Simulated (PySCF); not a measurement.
**Cl$_{3}$HOTi, SMILES `O[Ti](Cl)(Cl)Cl`: what the electrons do**

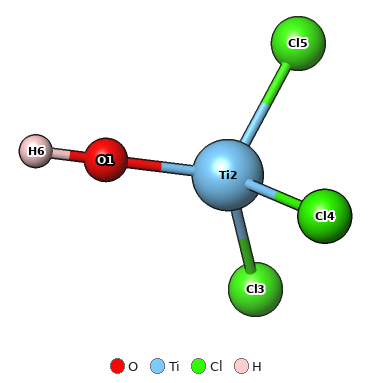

The molecule, with its atoms numbered as below. No frequency check shows the geometry to be a minimum.

Coordinates in Å:

```
O1      -0.0045   -0.0013   -2.0260
Ti2     -0.0004    0.0000   -0.3592
Cl3      0.7305    1.7882    0.5297
Cl4      1.1849   -1.5254    0.5302
Cl5     -1.9123   -0.2621    0.5339
H6      -0.0076   -0.0014   -2.9853
```

## 1. Bonding charge

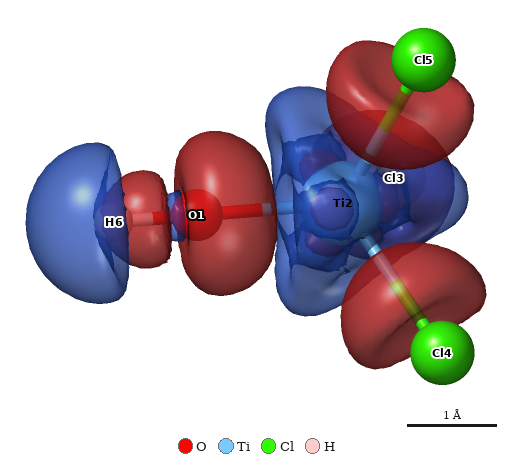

Deformation density (molecule less spherical, spin-averaged free atoms at the same positions), surfaces at ±0.04 e/Å³; red: gain, blue: loss.

PySCF calculation, PBE/def2-TZVP, gas phase; geometry: GFN2-xTB. This is a single-reference result, which may miss multireference character in this system.

**Describe the bonding that the map shows.**

O1–H6: +0.72 e/Å³ at the bond critical point (bond length 0.96 Å, Mayer order 0.9). Ti2–Cl3, Ti2–Cl5 and Ti2–Cl4: +0.16 e/Å³ at the bond critical point (bond length 2.13 Å, Mayer order 1.2). O1–Ti2: +0.08 e/Å³ at the bond critical point (bond length 1.67 Å, Mayer order 1.2); up to 0.6 Å beside the axis the gain reaches +0.28 e/Å³. In all, 1.2 electrons gather in the regions of gain relative to the promolecule. A small or negative value marks a very polar bond, one between electron-rich atoms, whose free-atom densities already overlap strongly, a long bond to a heavier atom, or a closed-shell contact such as a hydrogen bond.

**Where do the Hirshfeld charges lie?**

The highest Hirshfeld charge is on Ti2 (+0.42 e), the lowest on O1 (−0.27 e).

| atom | charge (e) |
| --- | --- |
| O1 | −0.27 |
| Ti2 | +0.42 |
| Cl3 | −0.12 |
| Cl4 | −0.12 |
| Cl5 | −0.12 |
| H6 | +0.21 |

## 2. Local ionisation energy

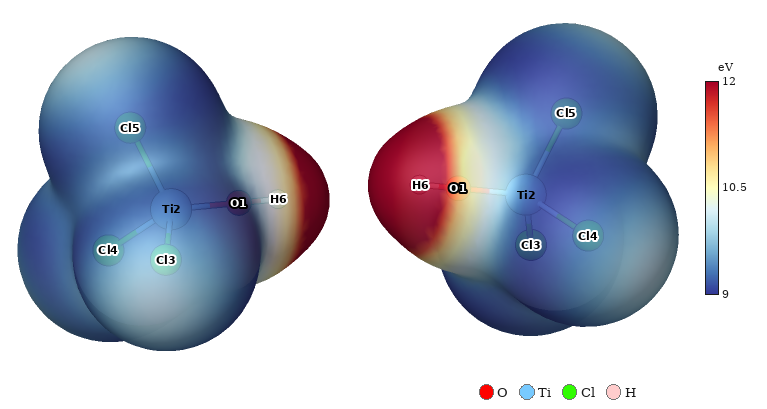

Average local ionisation energy on the surface of electron density 0.001 a.u. (back view left, front view right).

**Where are the most loosely bound electrons on this surface?**

The lowest value is 9.1 eV, 2.1 Å from Cl5, and at like points elsewhere. For comparison, the highest occupied orbital lies at −7.6 eV.

## 3. In an electric field

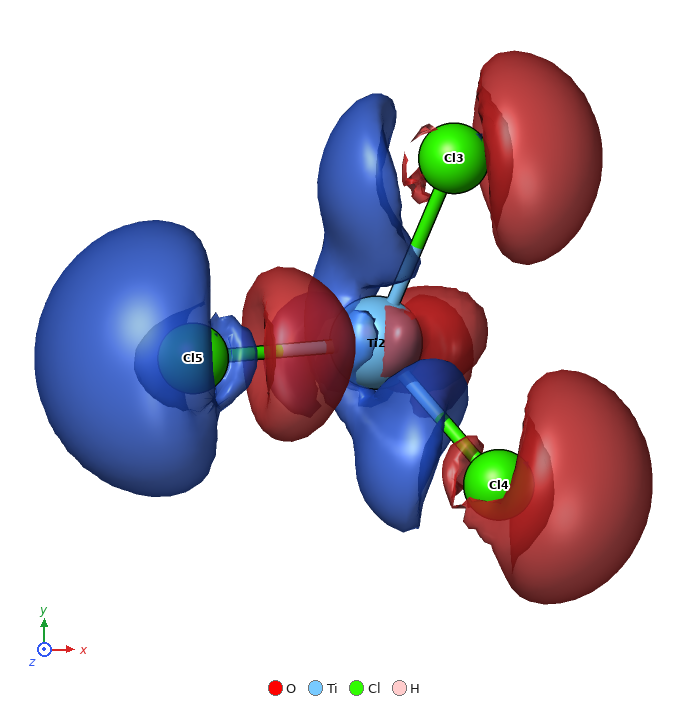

Change of the electron density in a uniform field of 0.21 V/Å, surfaces at ±0.0015 e/Å³ (red: gain, blue: loss).

Method: PBE/def2-TZVP; geometry: GFN2-xTB; program: PySCF. This is a single-reference result, which may miss multireference character in this system. A basis without diffuse functions makes polarisabilities too small.

The field was applied in both directions; the picture shows the one opposite to the script's first.

**Along which Cartesian direction does the field point?**

Along −x: electrons gather on the +x side, against the field.

**How large is the response?**

The induced dipole is 0.80 D (along the field); α along this axis, from the fields in both directions, is 79 bohr³ (11.7 Å³).

## 4. Removing or adding an electron

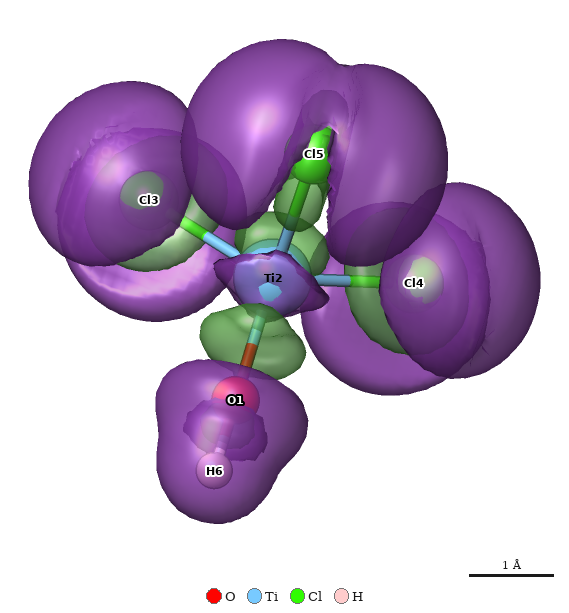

Fukui function f⁻ = ρ(N) − ρ(N−1) at fixed geometry, surfaces at ±0.01 e/Å³ (purple positive, green negative).

Computed with PySCF, PBE/def2-TZVP, geometry: GFN2-xTB. This is a single-reference result, which may miss multireference character in this system.

**Which atoms respond most to the removal of an electron?**

f⁻ (Hirshfeld-condensed) is largest on Cl3, Cl4 and Cl5 (0.27 each); the vertical ionisation energy is 10.49 eV (the stability of the cation's solution wasn't checked). Condensed values hint at sites of electrophilic attack but needn't mark the atom that reacts. Orbital relaxation makes it negative in places (0.14 e in all).

```tsv
atom	f⁻	charge
O1	+0.05	−0.27
Ti2	+0.10	+0.42
Cl3	+0.27	−0.12
Cl4	+0.27	−0.12
Cl5	+0.27	−0.12
H6	+0.04	+0.21
```

The PySCF runs shown took 59 s, 3.2 min and 3.6 min on 1 thread of AMD EPYC 7R43 64-Core Processor (Zen 3), with other jobs on the host.
